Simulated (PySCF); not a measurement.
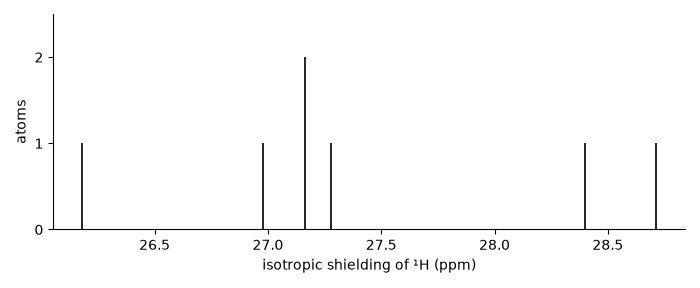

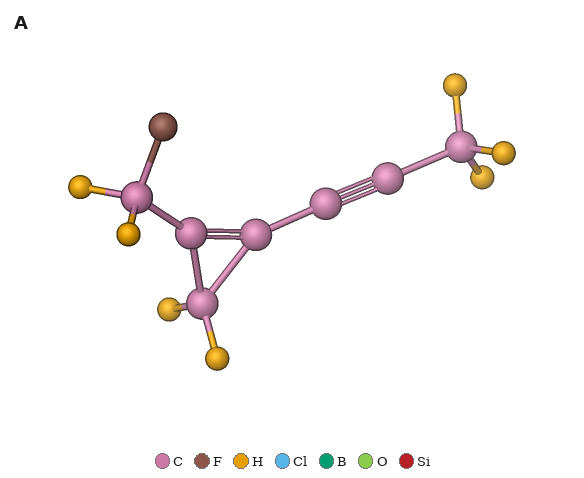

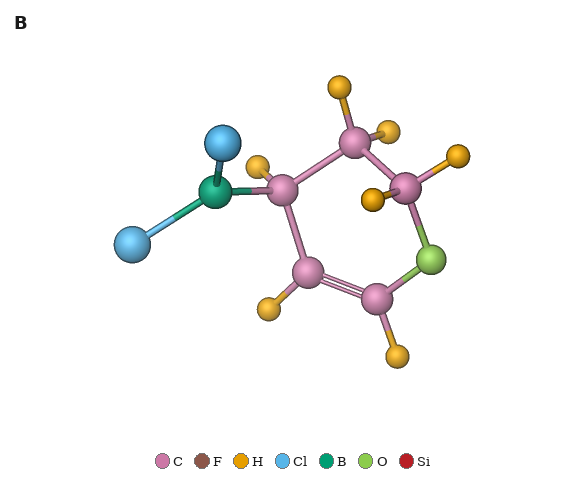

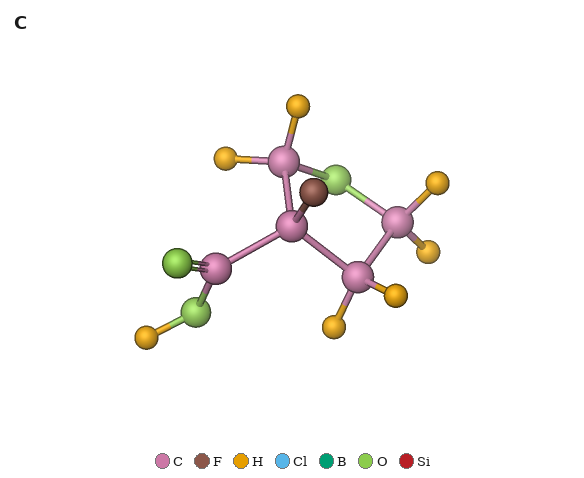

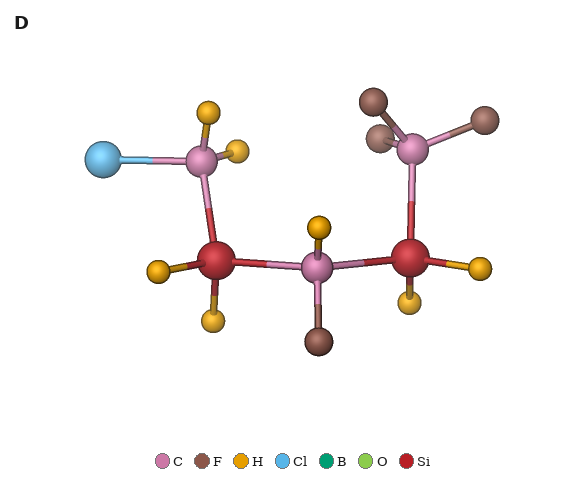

The sticks are computed shieldings of one of the molecules, for one fixed geometry (GFN2-xTB) without averaging over rotations. Low shielding means a high chemical shift. Method: GIAO PBE0/pcSseg-1 NMR shielding, non-relativistic, gas phase (PySCF 2.14.0).

Which molecule gives this pattern?

D, `F[C@H]([SiH2]CCl)[SiH2]C(F)(F)F`. Its 7 H atoms give lines at 26.18, 26.98, 27.17 (2 atoms), 27.28, 28.40, 28.71 ppm.

The geometry is semi-empirical. Around B, Si such bond lengths and angles can be off by a tenth of an ångström or more and by several degrees, and values that hang on the shape move with them.
